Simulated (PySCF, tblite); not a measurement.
# C2H6NSSi radical: geometry, infrared bands and EPR parameters

Wanted: the infrared bands and EPR parameters of C2H6NSSi radical (`[CH2]C(=S)[SiH2]N`), by calculation.

Programs: tblite 0.8.0 and PySCF 2.14.0, with density-fitted response routines of our own. Each step states its level of theory. These are calculated values for one molecule in the gas phase, unless marked as measured. Atoms are numbered from 0 throughout.

**1. The molecule as given**

11 atoms, charge 0, multiplicity 2; geometry from: force field or distance geometry start.

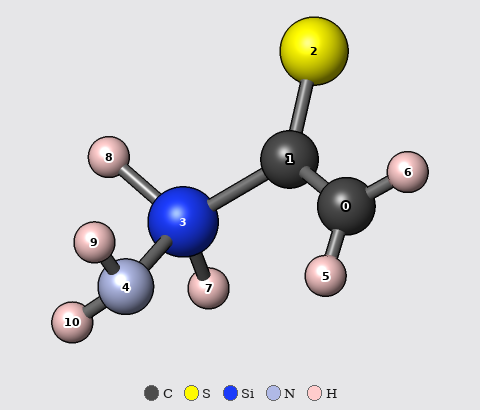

The starting geometry (carbon dark grey, sulfur yellow, silicon blue, nitrogen light blue, hydrogen pink), atoms numbered.

**2. Optimising the geometry with GFN2-xTB**

What the job is given:

```
{"job": {"kind": "relax", "xc": "GFN2-xTB", "basis": "xTB"}, "charge": 0, "multiplicity": 2}
C      1.771700    -0.487200    -0.682300
C      1.124400     0.358500     0.344600
S      1.965600     1.066400     1.623700
Si    -0.734500     0.652500     0.251800
N     -1.577900    -0.723700    -0.318000
H      1.163400    -0.931000    -1.472300
H      2.831800    -0.658700    -0.652300
H     -1.070400     1.746000    -0.668400
H     -1.362300     0.909500     1.572400
H     -1.543300    -1.453100     0.387000
H     -2.563100    -0.476500    -0.412000
```

Launch:

```bash
OMP_NUM_THREADS=1 python probes_run.py task.json out
```

This one command runs all jobs of the session in turn.

What it wrote:

```text
step      E/eV     max force
  0    -412.47694    4.695
  1    -412.85056    1.043
  2    -412.89308    0.585
  3    -412.93203    0.549
  4    -412.95172    0.524
  5    -413.01670    0.656
  6    -413.03974    0.640
  7    -413.06841    0.329
  8    -413.07839    0.292
  9    -413.08500    0.233
 10    -413.08919    0.195
 11    -413.09180    0.114
 12    -413.09332    0.091
 13    -413.09446    0.110
 14    -413.09560    0.120
 15    -413.09673    0.094
 16    -413.09788    0.113
 17    -413.09912    0.107
 18    -413.10034    0.128
 19    -413.10123    0.095
 20    -413.10187    0.061
 21    -413.10253    0.089
 22    -413.10344    0.124
 23    -413.10448    0.141
 24    -413.10528    0.091
 25    -413.10579    0.078
 26    -413.10632    0.070
 27    -413.10709    0.114
 28    -413.10800    0.122
 29    -413.10875    0.082
 30    -413.10931    0.080
 31    -413.10987    0.088
 32    -413.11056    0.120
 33    -413.11117    0.094
 34    -413.11150    0.039
 35    -413.11169    0.039
 36    -413.11191    0.060
 37    -413.11222    0.086
 38    -413.11254    0.074
 39    -413.11273    0.032
 40    -413.11285    0.029
 41    -413.11298    0.042
 42    -413.11318    0.065
 43    -413.11339    0.057
 44    -413.11353    0.027
 45    -413.11362    0.028
 46    -413.11374    0.034
 47    -413.11392    0.054
 48    -413.11414    0.053
 49    -413.11433    0.042
 50    -413.11451    0.050
 51    -413.11472    0.054
 52    -413.11507    0.067
 53    -413.11554    0.074
 54    -413.11596    0.054
 55    -413.11623    0.043
 56    -413.11638    0.031
 57    -413.11648    0.031
 58    -413.11659    0.027
 59    -413.11680    0.041
 60    -413.11698    0.047
 61    -413.11722    0.046
 62    -413.11743    0.033
 63    -413.11760    0.027
 64    -413.11773    0.034
 65    -413.11786    0.034
 66    -413.11801    0.025
 67    -413.11814    0.031
 68    -413.11827    0.034
 69    -413.11845    0.037
 70    -413.11866    0.033
 71    -413.11887    0.076
 72    -413.11908    0.037
 73    -413.11935    0.027
 74    -413.11955    0.049
 75    -413.11963    0.036
 76    -413.11984    0.030
 77    -413.12003    0.042
 78    -413.12049    0.059
 79    -413.12099    0.061
 80    -413.12145    0.051
 81    -413.12182    0.037
 82    -413.12200    0.037
 83    -413.12210    0.042
 84    -413.12228    0.046
 85    -413.12263    0.029
 86    -413.12305    0.037
 87    -413.12369    0.044
 88    -413.12405    0.078
 89    -413.12427    0.031
 90    -413.12450    0.027
 91    -413.12465    0.041
 92    -413.12471    0.019
 93    -413.12478    0.023
 94    -413.12489    0.032
 95    -413.12504    0.043
 96    -413.12517    0.031
 97    -413.12523    0.016
 98    -413.12526    0.017
 99    -413.12528    0.016
100    -413.12530    0.016
101    -413.12533    0.013
102    -413.12536    0.007
```

Wall time 0.57 s (1 thread of Arm Neoverse V1, shared host).

Along the way: (not every step is listed)

```csv
step,energy from step 0 (eV),largest force (eV/Å)
0,0.0000,4.6946
1,-0.3736,1.0434
2,-0.4161,0.5846
3,-0.4551,0.5488
4,-0.4748,0.5239
5,-0.5398,0.6556
6,-0.5628,0.6401
7,-0.5915,0.3293
8,-0.6014,0.2924
16,-0.6209,0.1126
24,-0.6283,0.0906
32,-0.6336,0.1200
40,-0.6359,0.0294
48,-0.6372,0.0531
56,-0.6394,0.0313
64,-0.6408,0.0342
72,-0.6421,0.0371
80,-0.6445,0.0507
88,-0.6471,0.0779
96,-0.6482,0.0313
97,-0.6483,0.0156
98,-0.6483,0.0166
99,-0.6483,0.0156
100,-0.6484,0.0156
101,-0.6484,0.0131
102,-0.6484,0.0073
```

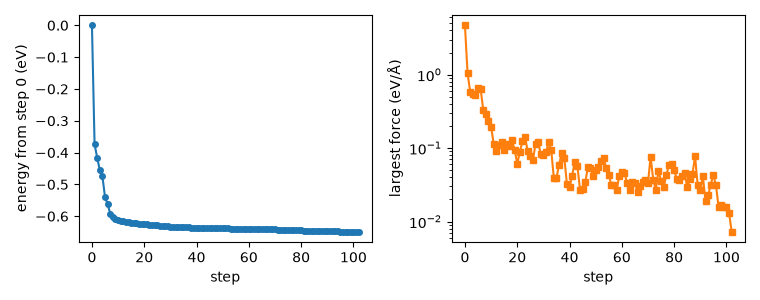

Energy and largest force along the relaxation.

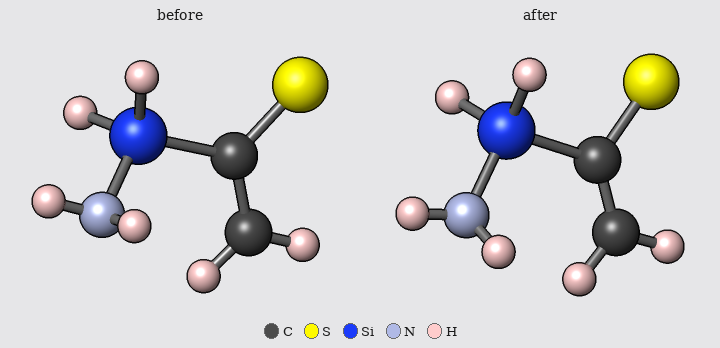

Before and after, at one scale.

Distances of close pairs at the start and the end, largest changes first:

```
  bond  before (Å)  after (Å)  change (Å)
 C0–C1       1.479      1.335      -0.144
C1–Si3       1.884      1.909      +0.024
 C1–S2       1.687      1.709      +0.022
Si3–H8       1.485      1.468      -0.017
 C0–H5       1.091      1.076      -0.016
N4–H10       1.020      1.006      -0.014
Si3–N4       1.712      1.720      +0.009
Si3–H7       1.468      1.460      -0.008
```

The end geometry stands in the next job.

**3. Infrared spectrum with GFN2-xTB**

What the job is given:

```
{"job": {"kind": "ir", "xc": "GFN2-xTB", "basis": "xTB"}, "charge": 0, "multiplicity": 2}
C      1.624263    -0.593784    -0.490886
C      1.084801     0.365309     0.265187
S      1.992163     1.467838     1.204020
Si    -0.789974     0.700233     0.392299
N     -1.543595    -0.611163    -0.427199
H      1.004135    -1.250220    -1.075539
H      2.691118    -0.741186    -0.551157
H     -1.108223     1.904835    -0.369098
H     -1.102450     0.857410     1.817872
H     -1.320522    -1.556749    -0.159220
H     -2.526291    -0.539851    -0.632242
```

What it wrote:

```text
mode    cm-1     km/mol
  1      41.1      0.77
  2     154.0      2.29
  3     192.1      4.30
  4     215.2     12.65
  5     306.2      2.62
  6     312.6      0.61
  7     511.0     58.28
  8     525.4    181.95
  9     571.9     11.60
 10     577.9     30.70
 11     595.2     19.22
 12     717.9    198.15
 13     770.7    143.01
 14     797.1     37.87
 15     822.5    235.69
 16     833.6     38.33
 17     906.0    192.91
 18    1041.9     29.46
 19    1382.1      8.85
 20    1515.7     51.60
 21    1551.6     20.24
 22    2219.2    302.24
 23    2290.6    210.95
 24    3081.6      8.50
 25    3123.0     16.48
 26    3472.3      4.73
 27    3510.7      0.98
```

It took 0.29 s on 1 thread of Arm Neoverse V1, shared host.

The strongest bands and the atoms that carry them (share of the mass-weighted mode):

| cm⁻¹ | km/mol | atoms |
| --- | --- | --- |
| 511 | 58.3 | H7 30 %, H8 28 %, C1 16 %, Si3 14 % |
| 525 | 181.9 | H10 37 %, H9 34 %, N4 19 % |
| 718 | 198.2 | H8 55 %, H7 23 % |
| 771 | 143.0 | H7 46 %, H8 38 % |
| 822 | 235.7 | H9 33 %, H10 27 %, N4 12 % |
| 906 | 192.9 | N4 49 %, Si3 38 % |
| 2219 | 302.2 | H8 95 % |
| 2291 | 210.9 | H7 95 % |

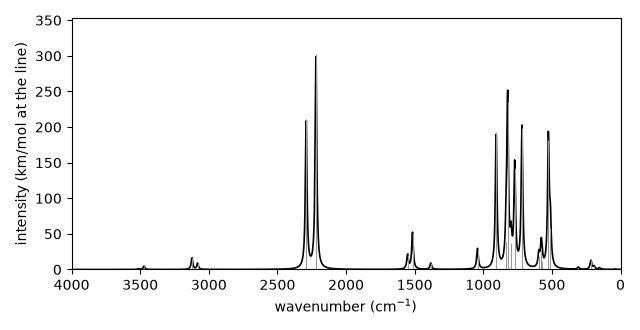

The infrared spectrum from these modes, unscaled. Lines are broadened to a width of 14 cm⁻¹ (Lorentzian).

**4. EPR parameters: B3LYP/pcH-1**

Same as in step 3 but for these lines:

```diff
@@ -1,2 +1,2 @@
-{"job": {"kind": "ir", "xc": "GFN2-xTB", "basis": "xTB"}, "charge": 0, "multiplicity": 2}
+{"job": {"kind": "epr", "basis": "pcH-1"}, "charge": 0, "multiplicity": 2}
 C      1.624263    -0.593784    -0.490886
```

Method: UKS B3LYP, pcH-1 on C H N S Si, non-relativistic, mean-field spin-orbit, GIAO.

What it wrote:

```text
UKS, coarse grid
  cycle   1  E = -822.20642431  |g| = 3.64e-01
  cycle   2  E = -822.16474638  |g| = 4.77e-01
  cycle   3  E = -822.25947233  |g| = 6.30e-02
  cycle   4  E = -822.26130662  |g| = 2.12e-02
  cycle   5  E = -822.26156212  |g| = 9.10e-03
  cycle   6  E = -822.26160975  |g| = 5.09e-03
  cycle   7  E = -822.26163243  |g| = 2.03e-03
  cycle   8  E = -822.26163842  |g| = 4.83e-04
UKS, final grid
  cycle   1  E = -822.26162621  |g| = 4.19e-04
  cycle   2  E = -822.26162681  |g| = 4.57e-04
  cycle   3  E = -822.26162713  |g| = 2.31e-04
  cycle   4  E = -822.26162748  |g| = 1.99e-04
  cycle   5  E = -822.26162860  |g| = 1.51e-04
  cycle   6  E = -822.26162917  |g| = 1.27e-04
  cycle   7  E = -822.26162985  |g| = 1.03e-04
  cycle   8  E = -822.26163011  |g| = 2.25e-05
  cycle   9  E = -822.26163012  |g| = 1.21e-05
E = -822.26163012 Eh   <S^2> = 0.7694 (exact 0.7500)
g shifts (ppm)      1          2          3
  rmc          -203       -203       -203
  gc            -10         45         43
  oz_so          64      11218     268163
  total        -150      11066     268010
hyperfine (MHz)  atom isotope    a_iso     a_fc   dipolar eigenvalues
    0   13C      34.26      34.26    -35.22    -33.91     69.13
    1   13C     -30.42     -30.42    -16.79      5.88     10.91
    2   33S      15.03      15.03    -68.70    -67.77    136.47
    3  29Si      -3.31      -3.31     -0.80      0.12      0.68
    4   14N      -0.31      -0.31     -0.24     -0.02      0.27
    5    1H     -29.22     -29.22    -17.12     -1.18     18.30
    6    1H     -27.71     -27.71    -13.30     -2.32     15.63
    7    1H      -7.99      -7.99     -1.52     -0.82      2.33
    8    1H      -4.60      -4.60     -1.65     -1.27      2.92
    9    1H       0.39       0.39     -1.28     -0.73      2.01
   10    1H      -0.06      -0.06     -0.72     -0.60      1.33
```

Run time: 33 s. Hardware: 1 thread of Arm Neoverse V1, shared host; peak memory 0.69 GiB.

Principal g values 2.00217, 2.01339, 2.27033; g(iso) = 2.09529, against 2.00232 for a free electron. They are not to be trusted: the run shows a large g shift, which the driver flags as unsure.

Mean a(iso) over the nuclei that a row names, and the largest dipolar term of the row (other rows stand at the frozen geometry):

```csv
nuclei,isotope,a(iso) (MHz),"a(iso) (G, at g = 2.0023)",largest dipolar term (MHz)
C0,13C,34.3,12.2,69.1
C1,13C,-30.4,-10.9,-16.8
"H5, H6",1H,-28.5,-10.2,18.3
S2,33S,15.0,5.4,136.5
"H7, H8",1H,-6.3,-2.2,2.9
Si3,29Si,-3.3,-1.2,-0.8
N4,14N,-0.3,-0.1,0.3
"H9, H10",1H,0.2,0.1,2.0
```

Mulliken spin populations:

```
atom  value (e)
  C0       0.46
  C1      -0.18
  S2       0.76
 Si3       0.00
  N4       0.00
  H5      -0.02
  H6      -0.02
  H7       0.00
  H8       0.00
  H9       0.00
 H10       0.00
```

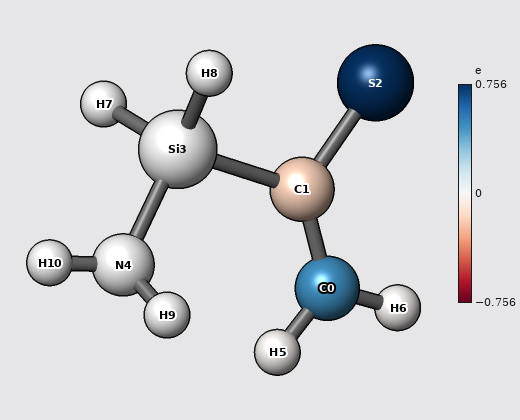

Mulliken spin populations, as colours on the atoms.

Orbitals, density, ELF and potential are computed afterwards from the orbital file.

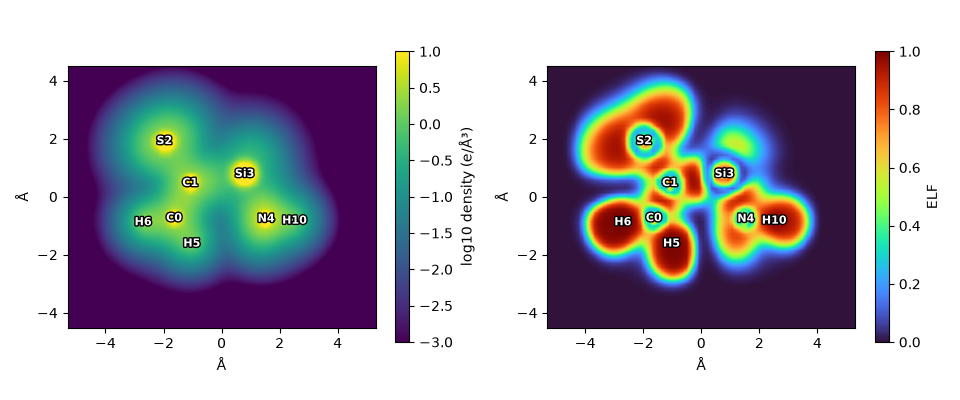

Density (left) and ELF (right) in a plane through or near 8 of the atoms.

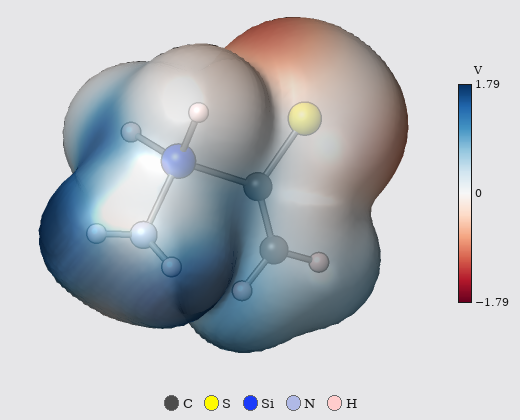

Electrostatic potential on the surface of density 0.002 e/bohr³; red is low, blue high. It runs from -1.04 V near N4 to 1.79 V near H9.

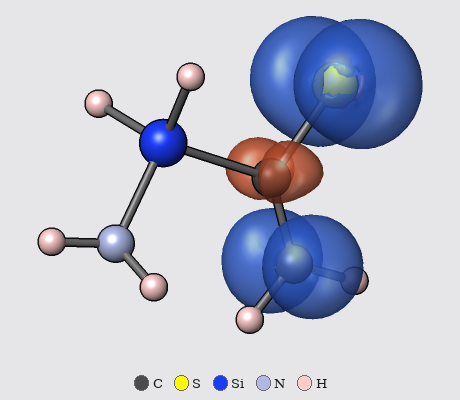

Spin density at ±0.03 e/Å³ (alpha excess blue, beta excess red).

**5. What came out**

```
                                 quantity                                            value
strongest single infrared mode (GFN2-xTB)                            2219 cm⁻¹, 302 km/mol
             zero-point energy (GFN2-xTB)                                    45.8 kcal/mol
                           g(iso) (B3LYP)                                          2.09529
                                     ⟨S²⟩                               0.769 (exact 0.75)
       largest a(iso) (averaged by class)                              13C on C0, 34.3 MHz
    surface potential, least and greatest                               -1.04 V and 1.79 V
            property runs in this session  1, of which 0 failed and 1 gave unsound results
```

Over 102 steps the energy fell by 0.648 eV; of the close pairs, C0–C1 changed most, 1.479 to 1.335 Å. All 27 modes are real, so the xTB geometry is a minimum. The strongest single mode, at 2219 cm⁻¹, moves mainly H8. GFN2-xTB is a fitted tight-binding method: band positions and strengths are rough. Its intensities can rank the bands wrongly. S2 carries the largest spin population, 0.76 e. The isotropic g lies 93.0 ppt above the free-electron value. These values are not to be trusted: the run shows a large g shift, which the driver flags as unsure.
